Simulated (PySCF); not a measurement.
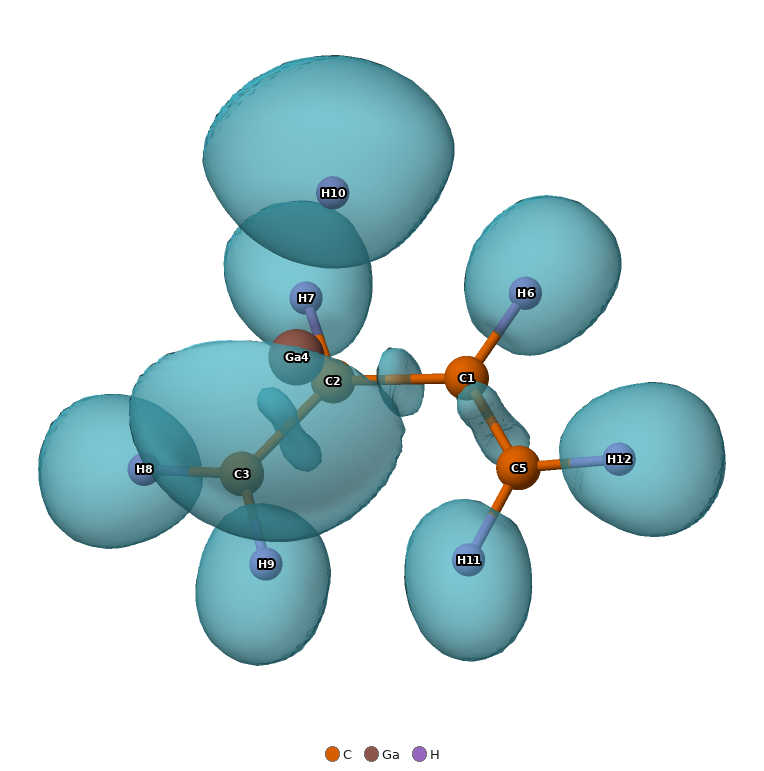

Figure. C₄H₇Ga. Isosurface of the ELF at 0.9 (cyan), seen at a tilt. Core shells and regions of very low density are left out.

Geometry: GFN2-xTB; at this geometry the atoms fall into three loosely joined parts.

Theory: CAM-B3LYP/def2-SVPD, SCF density, gas phase (PySCF).

Input

```
{"job": {"kind": "uv", "xc": "CAM-B3LYP", "basis": "def2-SVPD", "nstates": 8, "ntriplets": 3}, "charge": 0, "multiplicity": 1}
C     -0.662630    -0.548687     0.548493
C      0.753567    -0.268815     0.636277
C      1.576542    -0.095663    -0.408693
Ga    -0.380900     2.110612    -0.749201
C     -1.358488    -0.675749    -0.591542
H     -1.184770    -0.607850     1.492544
H      1.143038    -0.148284     1.636970
H      2.624718     0.109257    -0.262936
H      1.271290    -0.303080    -1.425503
H     -0.489200     2.047802     1.234589
H     -0.876315    -0.733375    -1.558380
H     -2.415653    -0.886855    -0.578644
```

Run with:

```sh
OMP_NUM_THREADS=1 python probes_run.py task.json out
```

> Where are the electrons localised?

At this value the surface marks out three regions between bonded C–C atoms (shared pairs), seven regions around hydrogen nuclei and one lobe on Ga, pointing away from the bonds (lone pairs). Profiles from the grid: Ga4···H10 (1.99 Å): the ELF climbs to about 1 towards the hydrogen. C–C (1.34 Å): the ELF peaks at about 0.95 between the atoms (a multiple bond).
